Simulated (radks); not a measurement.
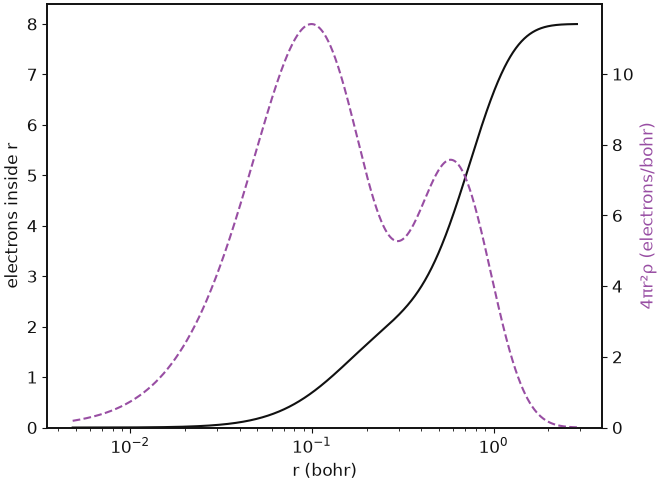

Z = 10.4 with 8 electrons; electrons: [He] 2s2 2p4 (high spin). Level of theory: scalar-relativistic Kohn-Sham, PBE, spin-polarised, spherical densities, finite nucleus. Computed with the in-house radial solver radks.

The plot shows the number of electrons inside radius r (solid) and the radial density 4πr²ρ (dashed).

Q: Read the plot.

Answer: The count levels off at 8 electrons. Half of them lie within 0.570 bohr, 90 % within 1.17 bohr and 99 % within 1.84 bohr. The radial density has a minimum at 0.297 bohr, where the count stands at 2.2; this parts the shells that the density resolves.
